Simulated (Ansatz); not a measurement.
Partial pair distribution functions of a relaxed model of amorphous Ge20S40N3, broadened by 0.06 Å; density 2.95 g/cm³. The numbers are results of PBE-D3(BJ), scalar-relativistic without spin-orbit coupling (plane waves to 420 eV, PAW; Ansatz, a first-principles code), not measurements. In the spin-polarised cell the level spacing at the Fermi energy can part levels of unlike spin.

Preparation: random packing, a CHGNet melt and quench, and a DFT relaxation. N atoms were pushed apart under 1.9 Å during the dynamics, to hinder bonds among them. The hot cell started wider than the set density and was brought back towards it in steps. It is the lowest in DFT energy of 3 quenches. It is a model cell: composition and starting density were chosen by hand, and all elements were melted together. The geometry includes D3(BJ) dispersion. Its density started from a set value of 2.75 and ended at 2.95 g/cm³. The simulated quench (nominally 190 K/ps over its main leg) is rapid and tends to freeze in more defects than a deposited or slowly cooled glass has. Values belong to this one cell and scatter from quench to quench. Volume and shape were free in the relaxation.

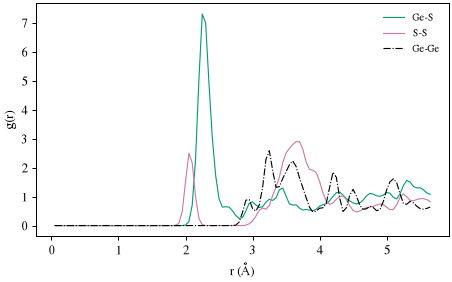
*Partial pair distribution functions*

Highest peaks under 4.5 Å: Ge-S near 2.25 Å, S-S near 3.65 Å, Ge-Ge near 3.25 Å; pairs of few atoms are noisy.

Within 2.63 Å each Ge has 2.95 S neighbours on average.
